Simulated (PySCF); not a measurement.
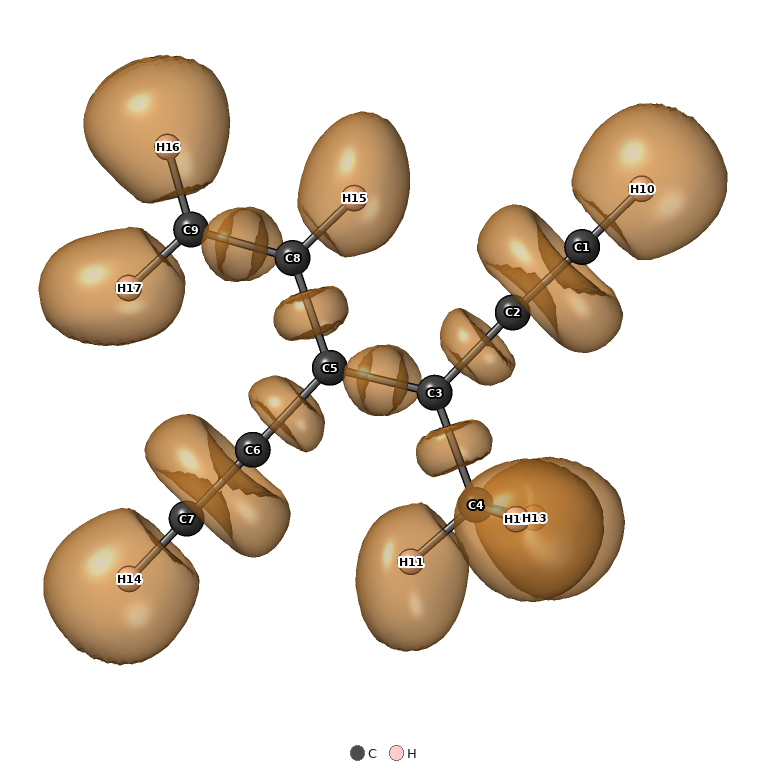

Figure 1: C$_{9}$H$_{8}$ (SMILES C#C/C(C)=C(/C#C)C=C). Isosurface of the electron localisation function at 0.75 (orange), seen across its widest extent. Core shells and regions of very low density are left out.

Geometry: GFN2-xTB.

All numbers below come from PBE0/pcSseg-1, SCF density, gas phase, non-relativistic (PySCF).

```xyz
17

C    -0.0174    3.1693   -0.3471
C    -0.2841    1.9966   -0.3355
C    -0.6492    0.6353   -0.3482
C    -2.0092    0.3432   -0.9052
C     0.1931   -0.3247    0.1177
C    -0.1957   -1.6864    0.0938
C    -0.5132   -2.8450    0.0784
C     1.5074   -0.0068    0.6530
C     2.3650   -0.9076    1.1214
H     0.2326    4.1880   -0.3492
H    -2.2132   -0.7243   -0.8813
H    -2.0763    0.6984   -1.9338
H    -2.7711    0.8670   -0.3272
H    -0.7946   -3.8556    0.0633
H     1.7605    1.0455    0.6506
H     3.3280   -0.6213    1.5079
H     2.1304   -1.9594    1.1315
```

Describe the localisation domains.

At this value the surface marks out eight regions between bonded C–C atoms (shared pairs) and eight regions around hydrogen nuclei. Along the contacts the grid gives the following. C–C (1.20 Å): the ELF peaks at about 0.85 between the atoms (a multiple bond). C–H (1.05 Å): the ELF climbs to about 1 towards the hydrogen, as it does in any bond to H; a covalent bond by its length.
